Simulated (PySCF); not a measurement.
C₂H₈O₂Si₃ (SMILES C#C[SiH2]O[SiH2][SiH2]O)

Input

```
{"job": {"kind": "uv", "xc": "PBE0", "basis": "def2-SVPD", "nstates": 8, "ntriplets": 3}, "charge": 0, "multiplicity": 1}
C      3.627787     0.738661     1.548709
C      2.975808     0.098922     0.767013
Si     1.968035    -0.893235    -0.431460
O      0.486108    -1.127178     0.170954
Si    -1.001465    -0.784020     0.739697
Si    -2.207726     0.033057    -1.023992
O     -3.639124     0.353781    -0.307399
H      4.200417     1.298526     2.232189
H      1.832076    -0.142518    -1.683074
H      2.531108    -2.234055    -0.577697
H     -1.428934    -2.075562     1.297000
H     -0.801247     0.136236     1.869700
H     -1.719031     1.265739    -1.672978
H     -2.449733    -0.877814    -2.159524
H     -4.378492     0.711795    -0.791050
```

Command:

```sh
OMP_NUM_THREADS=1 python probes_run.py task.json out
```

Geometry: GFN2-xTB.

Theory: PySCF, PBE0/def2-SVPD, SCF density, gas phase.

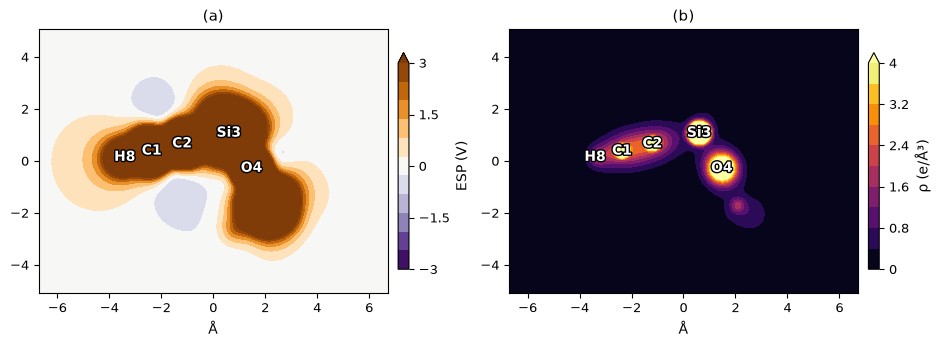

Figure 1. (a) molecular electrostatic potential; (b) electron density on the plane of atoms C2, Si3 and O4.

**What do the fields say about this system?**

Atoms in the plane: C, Si, O and H. C–C (1.20 Å): ρ at the midpoint is about 2.7 e/Å³. Si–O (1.62 Å): the density is about 1.1 e/Å³ at the midpoint. C–Si (1.85 Å): ρ is about 0.94 e/Å³ halfway. C–H (1.05 Å): the density is about 2.1 e/Å³ at the midpoint. Outside the dense part of the molecule the potential is most negative (−0.8 V) near C2.

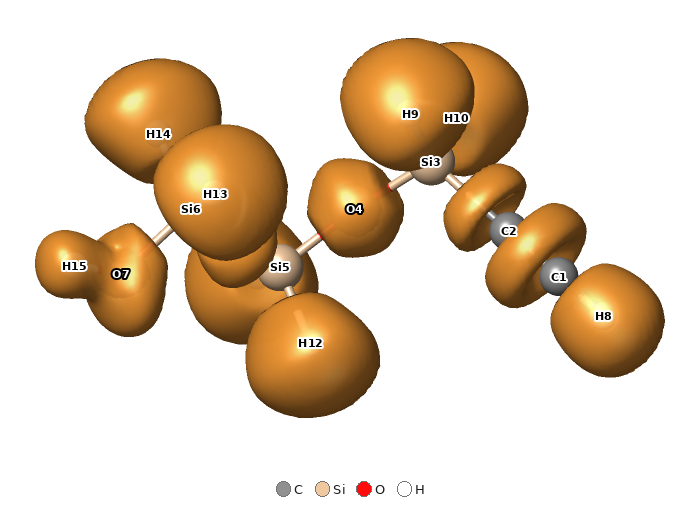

Figure 2. Isosurface of the electron localisation function at 0.75 (orange), seen across its widest extent. Only the valence region is drawn (cores and ρ < 0.01 e/Å³ removed).

**Describe the localisation domains.**

At this value the surface marks out one region between bonded C–C atoms (shared pairs), one region between bonded C–Si atoms (shared pairs), one region between bonded Si–Si atoms (shared pairs), seven regions around hydrogen nuclei, one region wrapped around O (its lone pairs, merged into a ring or cap) and one joined region spread over several atoms (H, O), in which their bonds and any lone pairs are merged. Along the contacts the grid gives the following. C–C (1.20 Å): the ELF peaks at about 0.85 between the atoms (a short, multiple covalent bond). Si–O (1.62 Å): the ELF peaks at about 0.85 between the atoms; a short, strongly polar bond.

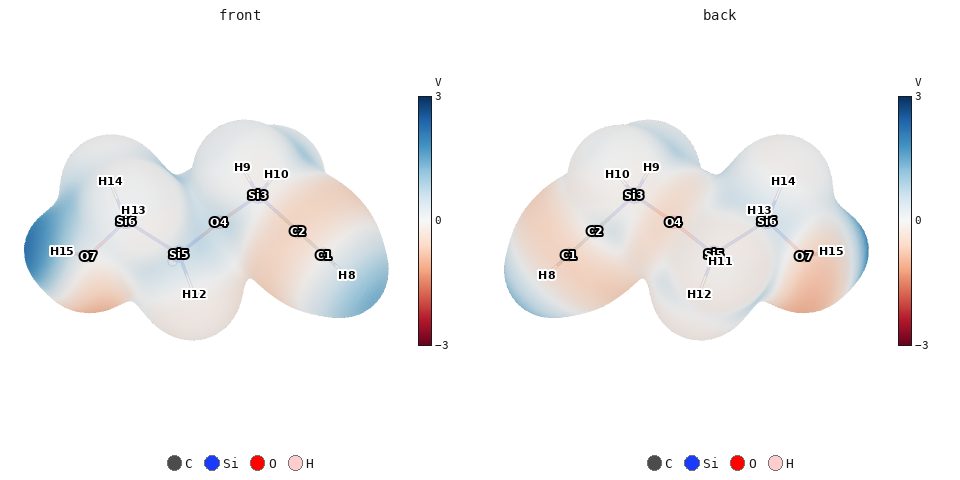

Figure 3. The molecular electrostatic potential painted on the density surface at 0.001 e/bohr³, seen from the front and from behind; red is negative and blue positive.

**Where is the surface potential most negative and most positive?**

The most negative region (about −1.0 V, or −23 kcal/mol for a unit charge) lies over O7, the most positive (about +2.1 V, or +48 kcal/mol for a unit charge) over H15.

**How polar is the molecule by this calculation?**

Its dipole moment is 1.25 D.
